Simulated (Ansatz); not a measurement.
**BCCD(T)/cc-pVDZ run of Si2H5Cl (SMILES [SiH3][SiH2]Cl)**

What is the energy change on altering one bond length of Si2H5Cl at BCCD(T)/cc-pVDZ? 

Program for the calculation: Ansatz 0.2.0.

59 further runs of the same task are left out: 59 set aside as unsound or not needed.

### Step 1. Starting point

Si2H5Cl has 8 atoms, charge 0, and is taken as a singlet. As SMILES, `[SiH3][SiH2]Cl`. Geometry: relaxed at PBE0-D4/def2-TZVP.

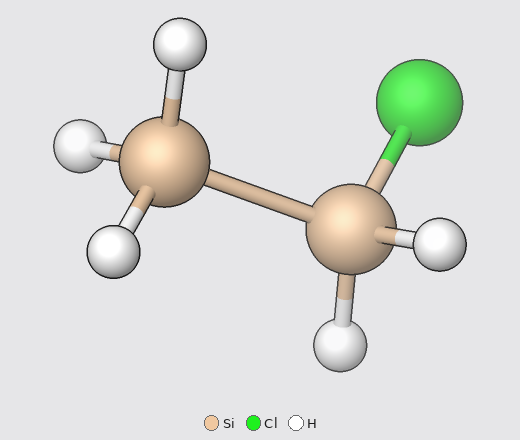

The structure, seen from a chosen angle (silicon light orange, chlorine green, hydrogen white).

### Step 2. The energy at BCCD(T)/cc-pVDZ

input.yaml

```yaml
crystal:
  periodic: [false, false, false]
  atoms:
    - {symbol: Si, position_ang: [-0.706500, 0.881800, -0.390300]}
    - {symbol: Si, position_ang: [0.573400, -0.938800, 0.325900]}
    - {symbol: Cl, position_ang: [2.431600, -0.252900, 0.908000]}
    - {symbol: H, position_ang: [-2.053000, 0.410100, -0.813000]}
    - {symbol: H, position_ang: [-0.034300, 1.540700, -1.540000]}
    - {symbol: H, position_ang: [-0.854500, 1.855700, 0.722100]}
    - {symbol: H, position_ang: [-0.041800, -1.622800, 1.491400]}
    - {symbol: H, position_ang: [0.777200, -1.930900, -0.759900]}
basis:
  gaussian:
    orbitals: cc-pVDZ
correlation:
  method: bccd_t
  frozen_orbitals: {Cl: 5, H: 0, Si: 5}
accuracy: high
scf:
  omitted_lower_state_checks: [cluster_reference, increment]
```

Started as:

```sh
ansatz run input.yaml --threads 1 --pin off --max-ram 3480MiB --events-out events.jsonl --progress --plain --runs-dir runs
```

Standard output, cut to the lines that bear on the results:

```text
Warning: RAYON_NUM_THREADS=1 ignored (pool sized by the plan → 1); use --threads N
Functional definition: HF
  name "HF"
[...]
1853 factors; integrals over basis functions are off by at most 3.8e-9 eV
[...]
mean field -28308.46142031 eV, -1040.3167690320 hartree, gradient 3.5e-8 eV, S^2 0.000000; 0 other end points of the search recorded, 0 dependent functions left out
15 core orbitals not correlated: weight in the atoms' cores, before any rotation towards them, 1.000 or more for the frozen orbitals, at most 0.000 for the correlated occupied ones
reference -28308.46142031 eV, -1040.3167690320 hartree; 10, 10 occupied and 54, 54 virtual orbitals, 1853 factors
second order -9.19060939 eV of doubles, -0.00000000 eV of singles
cycle   1  -10.32161694 eV  change    -1.1e0 eV  update   7.8e-2
[...]
cycle  21  -10.69585294 eV  change   8.6e-10 eV  update  9.9e-10
perturbative correction -0.25308380 eV, -0.0093006582 hartree
Total energy: -28319.41035705 eV, -1040.7191350357 hartree
Checks for a lower state left out: cluster_reference, increment
```

Wall time 13 s (1 thread of Arm Neoverse V1, shared host); peak memory 0.43 GiB.

### Step 3. The distorted shape

input.yaml

```yaml
crystal:
  periodic: [false, false, false]
  atoms:
    - {symbol: Si, position_ang: [-0.614201, 0.984421, -0.565162]}
    - {symbol: Si, position_ang: [0.665699, -0.836179, 0.151038]}
    - {symbol: Cl, position_ang: [2.523899, -0.150279, 0.733138]}
    - {symbol: H, position_ang: [-1.960701, 0.512721, -0.987862]}
    - {symbol: H, position_ang: [0.057999, 1.643321, -1.714862]}
    - {symbol: H, position_ang: [-0.762201, 1.958321, 0.547238]}
    - {symbol: H, position_ang: [-0.041800, -1.622800, 1.491400]}
    - {symbol: H, position_ang: [0.869499, -1.828279, -0.934762]}
basis:
  gaussian: {orbitals: cc-pVDZ}
correlation: {method: bccd_t, frozen_orbitals: {Cl: 5, H: 0, Si: 5}}
accuracy: high
scf: {omitted_lower_state_checks: [cluster_reference, increment]}
```

Started as:

```sh
ansatz run input.yaml --threads 1 --pin off --max-ram 3480MiB --events-out events.jsonl --progress --plain --runs-dir runs
```

Standard output, cut to the lines that bear on the results:

```text
Warning: RAYON_NUM_THREADS=1 ignored (pool sized by the plan → 1); use --threads N
[... 2 set-up lines as earlier in the session ...]
[...]
1849 factors; integrals over basis functions are off by at most 3.9e-9 eV
[...]
mean field -28308.09951958 eV, -1040.3034694255 hartree, gradient 3.8e-8 eV, S^2 0.000000; 0 other end points of the search recorded, 0 dependent functions left out
15 core orbitals not correlated: weight in the atoms' cores, before any rotation towards them, 1.000 or more for the frozen orbitals, at most 0.000 for the correlated occupied ones
reference -28308.09951958 eV, -1040.3034694255 hartree; 10, 10 occupied and 54, 54 virtual orbitals, 1849 factors
second order -9.21584522 eV of doubles, -0.00000000 eV of singles
cycle   1  -10.34912104 eV  change    -1.1e0 eV  update   8.0e-2
[...]
cycle  21  -10.73746610 eV  change  -3.2e-10 eV  update  8.1e-10
perturbative correction -0.26190861 eV, -0.0096249639 hartree
Total energy: -28319.09889429 eV, -1040.7076889906 hartree
Checks for a lower state left out: cluster_reference, increment
```

It took 13 s on 1 thread of Arm Neoverse V1, shared host; peak memory 0.43 GiB.

### Step 4. Outcome

At BCCD(T)/cc-pVDZ, 15 core orbitals frozen:

| quantity | value |
| --- | --- |
| first shape: total energy | -1040.71914 Eh |
| first shape: correlation energy (15 core orbitals frozen) | -402.4 mEh |
| first shape: (T) correction | -9.30 mEh |
| distorted shape: total energy | -1040.70769 Eh |
| distorted shape: correlation energy (15 core orbitals frozen) | -404.2 mEh |
| distorted shape: (T) correction | -9.62 mEh |
| energy change with the Si2–H7 bond stretched from 1.485 to 1.708 Å | 0.311 eV |

**Reading.** With the Si2–H7 bond stretched from 1.485 to 1.708 Å the energy rises by 0.31 eV (7.2 kcal/mol). The first shape isn't relaxed at this level, so the change isn't measured from a minimum. The triples (first shape) make up 2.3 % of the correlation energy. The triples (distorted shape) make up 2.4 % of the correlation energy.
